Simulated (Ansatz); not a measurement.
# CHBSi: the cost of one run

Method: the settings change from run to run; program: Ansatz 0.2.0, Gaussian basis.

9 further runs of the same task are left out: 3 that didn't finish, 6 set aside as unsound or not needed.

## (1) The geometry

The geometry is a PBE0/def2-TZVP stationary point (not a proven minimum).

4 atoms, charge 0, spin multiplicity 1.

Atoms are counted from 1 here; the program's logs count them from 0.

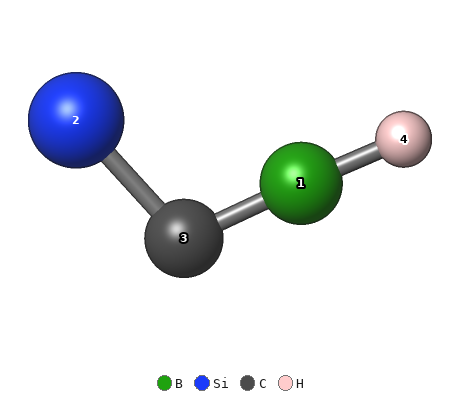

The structure; boron green, silicon blue, carbon dark grey, hydrogen pink; atoms are numbered from 1 in the order of the file.

## (2) BCCD on UHF/cc-pVDZ

Input file in.yaml:

```yaml
crystal:
  periodic: [false, false, false]
  atoms:
    - {symbol: B, position_ang: [0.000000, -0.241563, 1.545580]}
    - {symbol: Si, position_ang: [0.000000, -0.163599, -0.914026]}
    - {symbol: C, position_ang: [0.000000, 0.684873, 0.541816]}
    - {symbol: H, position_ang: [0.000000, -1.011482, 2.434693]}
basis:
  gaussian: {orbitals: cc-pVDZ}
magnetization: {spin_polarized: true, initial_magnetization: 0}
correlation: {method: bccd, electrons: valence}
accuracy: high
```

Launch:

```sh
ansatz run in.yaml --threads 1 --pin off --events-out ev --progress --plain --max-ram 2393MiB
```

Q: Estimate wall time and peak memory on 1 thread of Arm Neoverse V2, shared host.

About 7.5 s, with a peak of 0.25 GiB.
